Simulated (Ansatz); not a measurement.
A series of calculations on SnH3Cl

Part 1: Relaxation

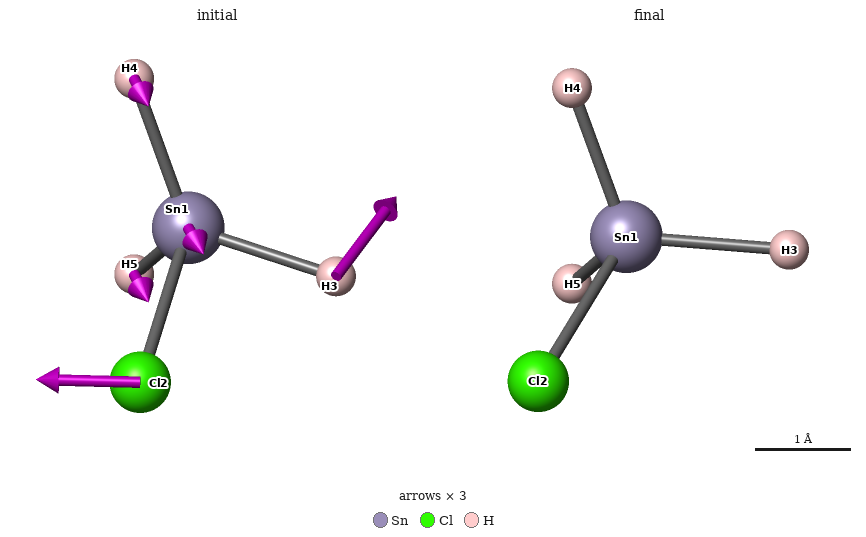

The structure of SnH3Cl before (left) and after (right) a relaxation, at one scale. The purple arrows give the displacements, magnified 3 times.

Style: ball-and-stick. Shown from a free direction.

The run prepares an end point of a later path (reaction) calculation, from a guessed geometry.

Computed with RKS PBE/def2-SVP in Ansatz 0.2.0. Set-up: no spin polarisation; force threshold 0.03 eV/Å; at most 50 steps.

Describe what moved and what it gained.

After 4 geometry steps the energy has fallen by 0.455 eV. The largest force component goes from 1.1 to 0.0072 eV/Å. The largest move after the best rigid fit is that of H3, 0.46 Å. By element the largest moves are H 0.46 Å, Cl 0.37 Å, Sn 0.15 Å. Near-neighbour distances that change, for instance: Sn1–Cl2 2.393 → 2.378 Å. Bond angles that change, for instance: Cl2–Sn1–H3 76.9° → 106.4°, H3–Sn1–H4 119.4° → 112.4°, Cl2–Sn1–H4 111.7° → 106.4°. The run took 4.4 s on 1 thread of Intel(R) Xeon(R) Platinum 8488C (Sapphire Rapids), with other jobs on the host, peak memory 0.12 GiB.

Part 2: Relaxation

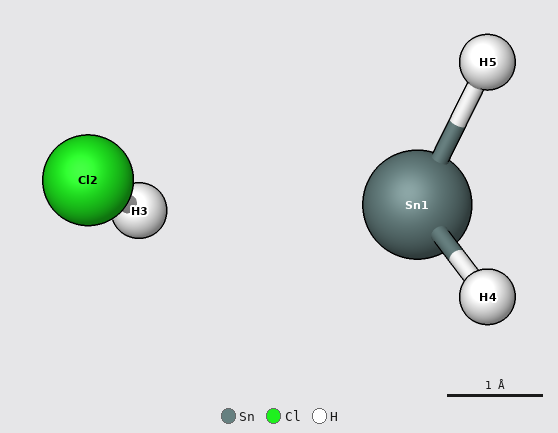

This is the input geometry for a relaxation of SnH$_{3}$Cl. Style: ball-and-stick. Shown at a tilt.

The run prepares an end point of a later path (reaction) calculation, from a guessed geometry.

Method: RKS PBE/def2-SVP (Ansatz 0.2.0).

The input:
```yaml
crystal:
  periodic: [false, false, false]
  atoms:
    - { symbol: Sn, position_ang: [-0.020787, 0.0, -0.812463] }
    - { symbol: Cl, position_ang: [1.955236, 0.0, 2.201909] }
    - { symbol: H, position_ang: [2.35285, 0.0, 0.921417] }
    - { symbol: H, position_ang: [-1.24735, 1.278337, -0.521231] }
    - { symbol: H, position_ang: [-1.24735, -1.278337, -0.521231] }
basis:
  gaussian: { orbitals: def2-SVP }
hamiltonian:
  xc: pbe
relax:
  f_tol: 0.03
  max_steps: 50
```

Launched with:
```bash
ansatz run input.yaml --threads 1 --pin off --max-ram 2048MiB --backend cpu --events-out ev --progress --plain --runs-dir out
```

Question: Predict the outcome.

Answer: Cl2 moves most after the best rigid fit: 0.83 Å. Largest moves by element: Cl 0.83 Å, H 0.33 Å, Sn 0.17 Å. Among the contacts that change: Sn1–Cl2 3.604 → 2.941 Å, Cl2–H3 1.341 → 1.301 Å, Sn1–H4 1.795 → 1.800 Å. After 8 geometry steps the energy has fallen by 4.44 kcal/mol. The largest force component goes from 1 to 0.01 eV/Å. The run took 6.6 s on 1 thread of Intel(R) Xeon(R) Platinum 8488C (Sapphire Rapids), on a shared host, peak memory 0.11 GiB.

Step by step:

```json
{"step": "0", "E − E(0), kcal/mol": "0.00", "largest force component, eV/Å": "1.0009"}
{"step": "1", "E − E(0), kcal/mol": "-1.13", "largest force component, eV/Å": "0.6546"}
{"step": "2", "E − E(0), kcal/mol": "-1.29", "largest force component, eV/Å": "0.8097"}
{"step": "3", "E − E(0), kcal/mol": "-2.38", "largest force component, eV/Å": "0.4285"}
{"step": "4", "E − E(0), kcal/mol": "-2.84", "largest force component, eV/Å": "0.9254"}
{"step": "5", "E − E(0), kcal/mol": "-4.24", "largest force component, eV/Å": "0.1543"}
{"step": "6", "E − E(0), kcal/mol": "-4.38", "largest force component, eV/Å": "0.1785"}
{"step": "7", "E − E(0), kcal/mol": "-4.44", "largest force component, eV/Å": "0.0574"}
{"step": "8", "E − E(0), kcal/mol": "-4.44", "largest force component, eV/Å": "0.0102"}
```

The structure at the end:

```xyz
5

Sn   -0.0184    0.0000   -0.9810
Cl    1.3603    0.0000    1.6171
H     2.5682    0.0000    1.1351
H    -1.0587    1.2750   -0.2514
H    -1.0587   -1.2750   -0.2514
```

After the run, drawn alike:

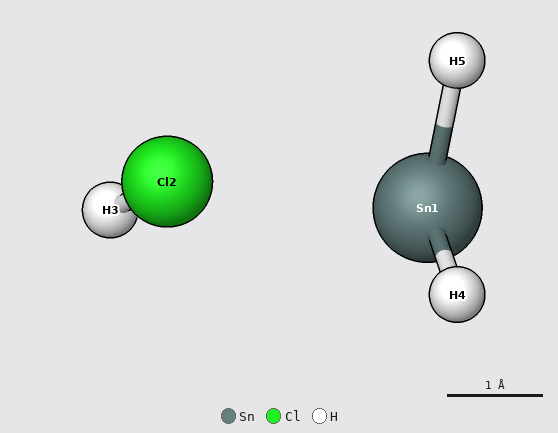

Limits of the set-up: the start holds two separate molecules, 2.9 Å apart at their closest, whose relative position is a soft coordinate and is computed without a dispersion correction.

Part 3: Path

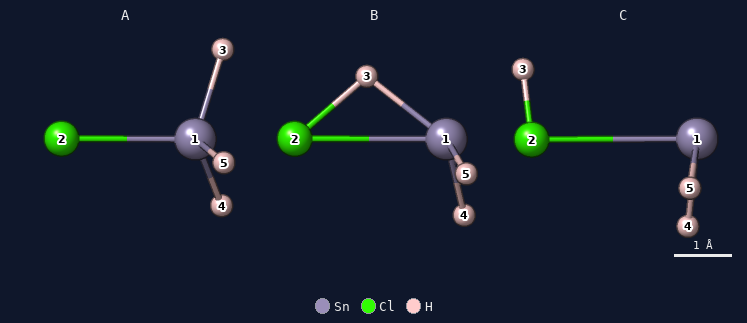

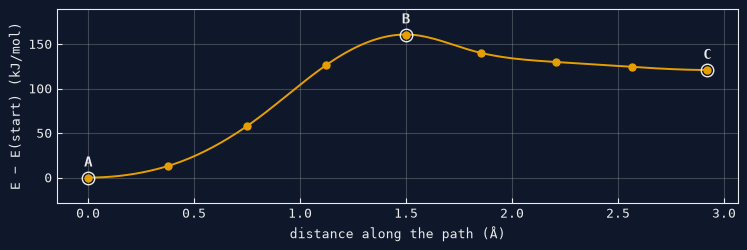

NEB run on SnH3Cl. Images are numbered from 0 (start) to 8 (end). Frames A to C are images 0, 4, 8. Style: ball-and-stick. Shown from a free direction.

The calculation used RKS PBE/def2-SVP in Ansatz 0.2.0. Settings: 7 movable images; climbing image; force threshold 0.05 eV/Å; iteration limit 60; starting path through a guess of the saddle point.

### Read off the barrier and say what moves.

A hydrogen atom shifts from one atom to another. Breaking: Sn1–H3 (1.72 → 1.82 at the top → 3.34 Å). Forming: Cl2–H3 (3.31 → 1.72 at the top → 1.30 Å). The energy climbs by 160.8 kJ/mol to image 4 and then falls by 39.9 kJ/mol, so the end point sits at +120.9 kJ/mol. The band is converged. At the top, the vibrational analysis gives one imaginary mode (796i cm⁻¹), as a transition state must have.

Cost: 47 s on 1 thread of Intel(R) Xeon(R) Platinum 8488C (Sapphire Rapids), with other jobs on the host, peak memory 0.12 GiB.
